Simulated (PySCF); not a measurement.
# [Ce(H2CO)]3+: other functionals and bases at one geometry

How far do other levels of theory move the description of [Ce(H2CO)]3+, and what does each cost? The structure is generated, not taken from experiment.

Program: PySCF 2.14.0. Level of theory: several levels, as the steps say, no spin–orbit coupling. These are calculated values, not measurements.

2 further runs of the same task are left out: 2 for a known fault of the program.

**1. Where the work starts**

5 atoms, charge 3, spin multiplicity 1.

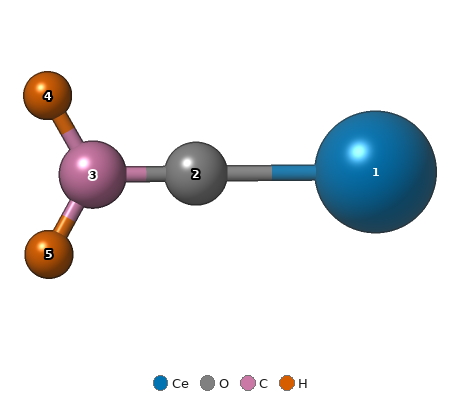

The structure; cerium blue, oxygen grey, carbon pink, hydrogen orange; atoms are numbered from 1 in the order of the file.

Geometry (Å):

```xyz
5
CH2CeO
Ce    0.0000    0.0000   -0.3013
O     0.0000    0.0000    1.9062
C     0.0000    0.0000    3.1747
H     0.9693    0.0000    3.7216
H    -0.9693    0.0000    3.7216
```

Formal oxidation states: Ce +3. Each metal's 1 4f electrons lie in its core potential, so multiplicities, spins and levels count the valence alone. An earlier session relaxed this geometry at B3LYP, Ce lcecp-1-SVP with ECP47, O def2-SVP, C def2-SVP, H def2-SVP (singlet, point group C2v).

At B3LYP on the finer grid: E = -145.419806 Eh, HOMO -24.34 eV, LUMO -19.32 eV, Mulliken charge on Ce1 +2.49 e, largest force component 0.001 eV/Å. 

Levels to run: PBE0; TPSS; BP86; wB97X; B3LYP, TZVP; PBE0, SVP. Hardware: 2 threads of AMD EPYC 7B13 (Zen 3), shared host.

**2. PBE0**

Input file run.py (the lines that set the calculation):

```python
mol = gto.M(atom='''
Ce     0.00000     0.00000    -0.30133
O      0.00000     0.00000     1.90620
C      0.00000     0.00000     3.17474
H      0.96931     0.00000     3.72157
H     -0.96931     0.00000     3.72157''',
    basis={'Ce': 'lcecp-1-SVP', 'O': 'def2-SVP', 'C': 'def2-SVP', 'H': 'def2-SVP'},
    ecp={'Ce': 'lcecp-1-SVP'},
    charge=3, spin=0)
mf = dft.RKS(mol, xc='PBE0')
mf.grids.atom_grid = (75, 302)  # f atoms: unpruned, at least (60, 302)
mf = mf.density_fit()  # fitting sets: Ce AutoAux, O def2-universal-JKFIT, C def2-universal-JKFIT, H def2-universal-JKFIT
mf.conv_tol = 1e-08; mf.max_cycle = 55
mf.kernel(dm0)  # dm0: the density of the relaxed state
```

Run with:

```
> OMP_NUM_THREADS=2 python run.py
```

Output:

```text
init E= -145.276389598678
  HOMO = -0.902288612798184  LUMO = -0.698327585067355  gap/eV = 5.55006
cycle= 1 E= -145.276804504708  delta_E= -0.000415  |g|= 0.0203  |ddm|= 0.0889
  HOMO = -0.904681736370311  LUMO = -0.698401529851518  gap/eV = 5.61317
cycle= 2 E= -145.276621469876  delta_E= 0.000183  |g|= 0.037  |ddm|= 0.033
  HOMO = -0.901898472184666  LUMO = -0.69830067897744  gap/eV = 5.54018
cycle= 3 E= -145.27687796788  delta_E= -0.000256  |g|= 0.002  |ddm|= 0.0232
  HOMO = -0.902113648609454  LUMO = -0.698169797611592  gap/eV = 5.54959
cycle= 4 E= -145.276879007925  delta_E= -1.04e-06  |g|= 0.000187  |ddm|= 0.00234
  HOMO = -0.90208356698372  LUMO = -0.698151693252309  gap/eV = 5.54927
cycle= 5 E= -145.276879018502  delta_E= -1.06e-08  |g|= 5.95e-05  |ddm|= 0.000284
  HOMO = -0.902086428223143  LUMO = -0.698154745502706  gap/eV = 5.54926
cycle= 6 E= -145.276879019256  delta_E= -7.53e-10  |g|= 1.38e-05  |ddm|= 5.1e-05
  HOMO = -0.902081657863086  LUMO = -0.69815644059976  gap/eV = 5.54909
Extra cycle  E= -145.276879019182  delta_E= 7.32e-11  |g|= 2.36e-05  |ddm|= 2.8e-05
converged SCF energy = -145.276879019182
```

Wall time 2.2 s (2 threads of AMD EPYC 7B13 (Zen 3), shared host).

It gives: E = -145.276879 Eh, HOMO -24.55 eV, LUMO -19.00 eV, Mulliken charge on Ce1 +2.52 e, largest force component 0.339 eV/Å. 

**3. TPSS**

Edit run.py (the lines that set the calculation) of step 2 so:

```diff
@@ -9,3 +9,3 @@
     charge=3, spin=0)
-mf = dft.RKS(mol, xc='PBE0')
+mf = dft.RKS(mol, xc='TPSS')
 mf.grids.atom_grid = (75, 302)  # f atoms: unpruned, at least (60, 302)
```

Run with:

```
> OMP_NUM_THREADS=2 python run.py
```

Output:

```text
init E= -145.442086125188
  HOMO = -0.852780540146163  LUMO = -0.729153932066307  gap/eV = 3.36405
cycle= 1 E= -145.441949970465  delta_E= 0.000136  |g|= 0.0666  |ddm|= 0.131
  HOMO = -0.870376149896746  LUMO = -0.726632515298171  gap/eV = 3.91146
cycle= 2 E= -145.435872707506  delta_E= 0.00608  |g|= 0.184  |ddm|= 0.191
  HOMO = -0.857653032069233  LUMO = -0.726448412264787  gap/eV = 3.57026
cycle= 3 E= -145.44295266313  delta_E= -0.00708  |g|= 0.00819  |ddm|= 0.125
  HOMO = -0.856637896464054  LUMO = -0.726861808983416  gap/eV = 3.53139
cycle= 4 E= -145.442978832528  delta_E= -2.62e-05  |g|= 0.00268  |ddm|= 0.0138
  HOMO = -0.856757863730888  LUMO = -0.727045177928995  gap/eV = 3.52966
cycle= 5 E= -145.442980620027  delta_E= -1.79e-06  |g|= 0.000197  |ddm|= 0.00226
  HOMO = -0.856764238397155  LUMO = -0.727007713738567  gap/eV = 3.53085
cycle= 6 E= -145.442980636826  delta_E= -1.68e-08  |g|= 5.56e-05  |ddm|= 0.00036
  HOMO = -0.856768103568712  LUMO = -0.727008833565722  gap/eV = 3.53093
cycle= 7 E= -145.442980637551  delta_E= -7.25e-10  |g|= 4.24e-06  |ddm|= 4.74e-05
  HOMO = -0.856768379123849  LUMO = -0.727008721518523  gap/eV = 3.53094
Extra cycle  E= -145.442980637541  delta_E= 9.95e-12  |g|= 8.58e-06  |ddm|= 8.46e-06
converged SCF energy = -145.442980637541
```

Wall time 3.8 s (2 threads of AMD EPYC 7B13 (Zen 3), shared host).

Read off: E = -145.442981 Eh, HOMO -23.31 eV, LUMO -19.78 eV, Mulliken charge on Ce1 +2.47 e, largest force component 0.475 eV/Å. 

**4. BP86**

Edit run.py (the lines that set the calculation) of step 3 so:

```diff
@@ -9,3 +9,3 @@
     charge=3, spin=0)
-mf = dft.RKS(mol, xc='TPSS')
+mf = dft.RKS(mol, xc='B88,P86')
 mf.grids.atom_grid = (75, 302)  # f atoms: unpruned, at least (60, 302)
```

Run with:

```
> OMP_NUM_THREADS=2 python run.py
```

Output:

```text
init E= -145.458774383355
  HOMO = -0.849350503348852  LUMO = -0.740125238892521  gap/eV = 2.97217
cycle= 1 E= -145.456681333043  delta_E= 0.00209  |g|= 0.127  |ddm|= 0.209
  HOMO = -0.881141602950031  LUMO = -0.737252210347552  gap/eV = 3.91543
cycle= 2 E= -145.433639991373  delta_E= 0.023  |g|= 0.361  |ddm|= 0.361
  HOMO = -0.859362044755628  LUMO = -0.736388164551365  gap/eV = 3.34629
cycle= 3 E= -145.46024454005  delta_E= -0.0266  |g|= 0.0166  |ddm|= 0.236
  HOMO = -0.856814249942442  LUMO = -0.737295947680095  gap/eV = 3.25226
cycle= 4 E= -145.460347596461  delta_E= -0.000103  |g|= 0.00778  |ddm|= 0.0337
  HOMO = -0.857254818916996  LUMO = -0.737543659007956  gap/eV = 3.25751
cycle= 5 E= -145.460364862896  delta_E= -1.73e-05  |g|= 0.000721  |ddm|= 0.00694
  HOMO = -0.857264573984587  LUMO = -0.73741581251661  gap/eV = 3.26125
cycle= 6 E= -145.460365050642  delta_E= -1.88e-07  |g|= 0.000235  |ddm|= 0.00132
  HOMO = -0.857282266953646  LUMO = -0.737418724521449  gap/eV = 3.26165
cycle= 7 E= -145.460365063945  delta_E= -1.33e-08  |g|= 1.81e-05  |ddm|= 0.000204
  HOMO = -0.857283333291083  LUMO = -0.737418826089983  gap/eV = 3.26168
cycle= 8 E= -145.460365064014  delta_E= -6.84e-11  |g|= 3.72e-06  |ddm|= 1.48e-05
  HOMO = -0.857284685978914  LUMO = -0.737418948178331  gap/eV = 3.26171
Extra cycle  E= -145.460365063995  delta_E= 1.87e-11  |g|= 1.01e-05  |ddm|= 1.27e-05
converged SCF energy = -145.460365063995
```

Wall time 2.9 s (2 threads of AMD EPYC 7B13 (Zen 3), shared host).

Result: E = -145.460365 Eh, HOMO -23.33 eV, LUMO -20.07 eV, Mulliken charge on Ce1 +2.45 e, largest force component 0.404 eV/Å. 

**5. wB97X**

Edit run.py (the lines that set the calculation) of step 4 so:

```diff
@@ -9,3 +9,3 @@
     charge=3, spin=0)
-mf = dft.RKS(mol, xc='B88,P86')
+mf = dft.RKS(mol, xc='WB97X')
 mf.grids.atom_grid = (75, 302)  # f atoms: unpruned, at least (60, 302)
```

Run with:

```
> OMP_NUM_THREADS=2 python run.py
```

Output:

```text
init E= -145.387979418742
  HOMO = -0.990783957875589  LUMO = -0.607940820947358  gap/eV = 10.41769
cycle= 1 E= -145.390060371316  delta_E= -0.00208  |g|= 0.0173  |ddm|= 0.137
  HOMO = -0.984513751266078  LUMO = -0.607985680589799  gap/eV = 10.24585
cycle= 2 E= -145.390165496542  delta_E= -0.000105  |g|= 0.011  |ddm|= 0.0315
  HOMO = -0.986276551092722  LUMO = -0.608012560784237  gap/eV = 10.29309
cycle= 3 E= -145.390192900409  delta_E= -2.74e-05  |g|= 0.00669  |ddm|= 0.0116
  HOMO = -0.98544379194254  LUMO = -0.607889786750881  gap/eV = 10.27377
cycle= 4 E= -145.390203580204  delta_E= -1.07e-05  |g|= 0.0008  |ddm|= 0.00676
  HOMO = -0.985245560581664  LUMO = -0.607925595045213  gap/eV = 10.26740
cycle= 5 E= -145.390204051378  delta_E= -4.71e-07  |g|= 0.000267  |ddm|= 0.00186
  HOMO = -0.985290824760519  LUMO = -0.607950678874551  gap/eV = 10.26795
cycle= 6 E= -145.390204111803  delta_E= -6.04e-08  |g|= 6.51e-05  |ddm|= 0.000724
  HOMO = -0.985285379832771  LUMO = -0.607952240842993  gap/eV = 10.26776
cycle= 7 E= -145.390204115432  delta_E= -3.63e-09  |g|= 1.65e-05  |ddm|= 0.000154
  HOMO = -0.985283388968849  LUMO = -0.60795107684269  gap/eV = 10.26774
Extra cycle  E= -145.390204115639  delta_E= -2.07e-10  |g|= 8.29e-06  |ddm|= 3.2e-05
converged SCF energy = -145.390204115639
```

Wall time 3.2 s (2 threads of AMD EPYC 7B13 (Zen 3), shared host).

It gives: E = -145.390204 Eh, HOMO -26.81 eV, LUMO -16.54 eV, Mulliken charge on Ce1 +2.54 e, largest force component 0.108 eV/Å. 

**6. B3LYP, TZVP**

Basis: Ce lcecp-1-TZVP with ECP47, O def2-TZVP, C def2-TZVP, H def2-TZVP. 

Input file run.py (the lines that set the calculation):

```python
mol = gto.M(atom='''
Ce     0.00000     0.00000    -0.30133
O      0.00000     0.00000     1.90620
C      0.00000     0.00000     3.17474
H      0.96931     0.00000     3.72157
H     -0.96931     0.00000     3.72157''',
    basis={'Ce': 'lcecp-1-TZVP', 'O': 'def2-TZVP', 'C': 'def2-TZVP', 'H': 'def2-TZVP'},
    ecp={'Ce': 'lcecp-1-TZVP'},
    charge=3, spin=0)
mf = dft.RKS(mol, xc='B3LYP')
mf.grids.atom_grid = (75, 302)  # f atoms: unpruned, at least (60, 302)
mf = mf.density_fit()  # fitting sets: Ce AutoAux, O def2-universal-JKFIT, C def2-universal-JKFIT, H def2-universal-JKFIT
mf.conv_tol = 1e-08; mf.max_cycle = 55
mf.kernel(dm0)  # dm0: free metal ions and neutral atoms
```

Run with:

```
> OMP_NUM_THREADS=2 python run.py
```

Output:

```text
init E= -136.556710840392
  HOMO = -1.45132270316934  LUMO = -1.2798299884567  gap/eV = 4.66655
cycle= 1 E= -143.560242787975  delta_E=   -7  |g|= 3.56  |ddm|= 2.14
cycle= 2 E= -130.463142958658  delta_E= 13.1  |g|= 5.39  |ddm|= 3.72
  HOMO = -1.21685613264921  LUMO = -1.0027800219548  gap/eV = 5.82531
cycle= 3 E= -145.120665141827  delta_E= -14.7  |g|= 1.19  |ddm|= 3.63
  HOMO = -0.889648129473215  LUMO = -0.719793934291076  gap/eV = 4.62197
cycle= 4 E= -145.500256237415  delta_E= -0.38  |g|= 0.539  |ddm|= 1.62
  HOMO = -0.87486587046353  LUMO = -0.721079993638696  gap/eV = 4.18473
cycle= 5 E= -145.521049706838  delta_E= -0.0208  |g|= 0.43  |ddm|= 0.485
  HOMO = -0.888959366250454  LUMO = -0.713359431307584  gap/eV = 4.77832
cycle= 6 E= -145.554526742821  delta_E= -0.0335  |g|= 0.0384  |ddm|=  0.2
  HOMO = -0.894925074392198  LUMO = -0.707142140767356  gap/eV = 5.10983
cycle= 7 E= -145.554915059202  delta_E= -0.000388  |g|= 0.0139  |ddm|= 0.0463
  HOMO = -0.894345816758801  LUMO = -0.70801885199256  gap/eV = 5.07021
cycle= 8 E= -145.554963127822  delta_E= -4.81e-05  |g|= 0.00124  |ddm|= 0.0124
  HOMO = -0.894266271189153  LUMO = -0.708068627043211  gap/eV = 5.06670
cycle= 9 E= -145.554963426995  delta_E= -2.99e-07  |g|= 0.000165  |ddm|= 0.000855
  HOMO = -0.894250392354721  LUMO = -0.708082184599106  gap/eV = 5.06589
cycle= 10 E= -145.554963432863  delta_E= -5.87e-09  |g|= 1.52e-05  |ddm|= 0.000124
  HOMO = -0.894246359005514  LUMO = -0.708086665549104  gap/eV = 5.06566
Extra cycle  E= -145.554963432804  delta_E= 5.93e-11  |g|= 2.61e-05  |ddm|= 4.22e-05
converged SCF energy = -145.554963432804
```

Wall time 6.2 s (2 threads of AMD EPYC 7B13 (Zen 3), shared host).

It gives: E = -145.554963 Eh, HOMO -24.33 eV, LUMO -19.27 eV, Mulliken charge on Ce1 +2.58 e, largest force component 0.348 eV/Å. 

**7. PBE0, SVP**

Basis: Ce def2-SVP with ECP28, O def2-SVP, C def2-SVP, H def2-SVP. The 4f electrons are now in the valence.

Input file run.py (the lines that set the calculation):

```python
mol = gto.M(atom='''
Ce     0.00000     0.00000    -0.30133
O      0.00000     0.00000     1.90620
C      0.00000     0.00000     3.17474
H      0.96931     0.00000     3.72157
H     -0.96931     0.00000     3.72157''',
    basis={'Ce': 'def2-SVP', 'O': 'def2-SVP', 'C': 'def2-SVP', 'H': 'def2-SVP'},
    ecp={'Ce': 'def2-SVP'},
    charge=3, spin=1)
mf = dft.UKS(mol, xc='PBE0')
mf.grids.atom_grid = (75, 302)  # f atoms: unpruned, at least (60, 302)
mf = mf.density_fit()  # fitting sets: Ce def2-universal-JKFIT, O def2-universal-JKFIT, C def2-universal-JKFIT, H def2-universal-JKFIT
mf.conv_tol = 1e-08; mf.max_cycle = 55
mf.kernel(dm0)  # dm0: free metal ions and neutral atoms
```

Run with:

```
> OMP_NUM_THREADS=2 python run.py
```

Output:

```text
init E= -587.849860966253
cycle= 1 E= -585.376726789714  delta_E= 2.47  |g|= 2.09  |ddm|= 1.77
cycle= 2 E= -560.157327763357  delta_E= 25.2  |g|= 5.76  |ddm|= 6.86
  HOMO = -0.685637112573  LUMO = -0.683988015728  gap/eV = 0.04487
cycle= 3 E= -586.804223573416  delta_E= -26.6  |g|= 1.83  |ddm|= 6.25
  HOMO = -0.82077988638  LUMO = -0.739038614248  gap/eV = 2.22429
cycle= 4 E= -587.012024789819  delta_E= -0.208  |g|= 1.16  |ddm|= 0.693
  HOMO = -0.844804428368  LUMO = -0.828870411182  gap/eV = 0.43359
cycle= 5 E= -587.961469537021  delta_E= -0.949  |g|= 0.449  |ddm|= 1.24
  HOMO = -0.900281165042  LUMO = -0.813319354587  gap/eV = 2.36635
cycle= 6 E= -588.014163456185  delta_E= -0.0527  |g|= 0.268  |ddm|= 0.387
  HOMO = -0.903569926449  LUMO = -0.800860015652  gap/eV = 2.79488
cycle= 7 E= -588.034608858123  delta_E= -0.0204  |g|= 0.148  |ddm|= 0.183
  HOMO = -0.908039505536  LUMO = -0.773051073426  gap/eV = 3.67322
cycle= 8 E= -588.041658904144  delta_E= -0.00705  |g|= 0.0676  |ddm|= 0.0794
  HOMO = -0.910081725437  LUMO = -0.756268189715  gap/eV = 4.18548
cycle= 9 E= -588.043611624295  delta_E= -0.00195  |g|= 0.0177  |ddm|= 0.0596
  HOMO = -0.910212949581  LUMO = -0.753172658218  gap/eV = 4.27328
cycle= 10 E= -588.043747171081  delta_E= -0.000136  |g|= 0.00364  |ddm|= 0.0169
  HOMO = -0.909804321221  LUMO = -0.752773147276  gap/eV = 4.27304
cycle= 11 E= -588.043753480411  delta_E= -6.31e-06  |g|= 0.00228  |ddm|= 0.00521
  HOMO = -0.909769392746  LUMO = -0.75335376936  gap/eV = 4.25629
cycle= 12 E= -588.043755411795  delta_E= -1.93e-06  |g|= 0.00115  |ddm|= 0.00216
  HOMO = -0.909729941681  LUMO = -0.753821042858  gap/eV = 4.24250
cycle= 13 E= -588.043756017082  delta_E= -6.05e-07  |g|= 9.55e-05  |ddm|= 0.00153
  HOMO = -0.909743198583  LUMO = -0.7538536953  gap/eV = 4.24197
cycle= 14 E= -588.04375602681  delta_E= -9.73e-09  |g|= 2.04e-05  |ddm|= 0.000191
  HOMO = -0.909746427432  LUMO = -0.75385151623  gap/eV = 4.24212
Extra cycle  E= -588.043756028257  delta_E= -1.45e-09  |g|= 1.54e-05  |ddm|= 6.77e-05
converged SCF energy = -588.043756028257  <S^2> = 0.75241152  2S+1 = 2.0024101
```

It took 13 s on 2 threads of AMD EPYC 7B13 (Zen 3), shared host.

Read off: E = -588.043756 Eh, HOMO -24.76 eV, LUMO -21.24 eV (over both spins), ⟨S²⟩ = 0.752, Mulliken charge on Ce1 +2.47 e, largest force component 1.162 eV/Å. 

**8. Results**

| level | state | HOMO (eV) | gap (eV) | charge on Ce1 (e) | dipole (D) | largest force (eV/Å) | basis functions | time |
| --- | --- | --- | --- | --- | --- | --- | --- | --- |
| B3LYP (relaxed here) | singlet | -24.34 | 5.02 | 2.49 | 3.68 | 0.00 | 71 | 4.8 s |
| PBE0 | singlet | -24.55 | 5.55 | 2.52 | 3.59 | 0.34 | 71 | 2.2 s |
| TPSS | singlet | -23.31 | 3.53 | 2.47 | 3.90 | 0.47 | 71 | 3.8 s |
| BP86 | singlet | -23.33 | 3.26 | 2.45 | 4.03 | 0.40 | 71 | 2.9 s |
| wB97X | singlet | -26.81 | 10.27 | 2.54 | 3.20 | 0.11 | 71 | 3.2 s |
| B3LYP, TZVP | singlet | -24.33 | 5.07 | 2.58 | 3.72 | 0.35 | 121 | 6.2 s |
| PBE0, SVP | doublet | -24.76 | 3.51 | 2.47 | 4.08 | 1.16 | 116 | 13 s |

Times are on 2 threads of AMD EPYC 7B13 (Zen 3), shared host; the first row also made further properties. The dipole of a charged species depends on the origin, so these sizes hold for this origin alone.

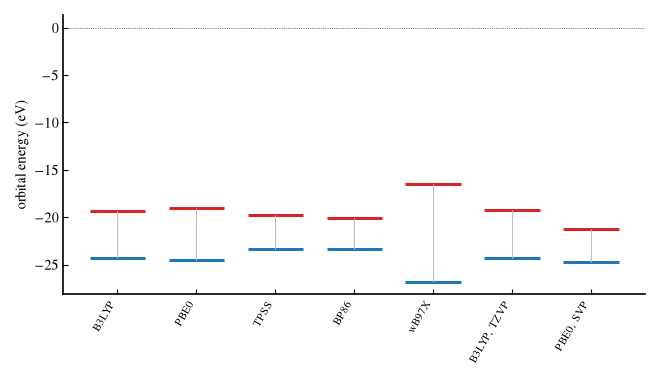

Highest filled and lowest empty level, method by method.

In one basis the HOMO–LUMO gap runs from 3.26 eV (BP86) to 10.27 eV (wB97X). The largest leftover force, 1.16 eV/Å with PBE0, SVP, stands at a geometry relaxed at another level. The Mulliken charge on Ce spans +2.45 to +2.58 e over the levels. With 4f in the core, its levels are missing from HOMO and gap. Total energies of different levels can't be compared. Spin–orbit coupling is left out throughout.
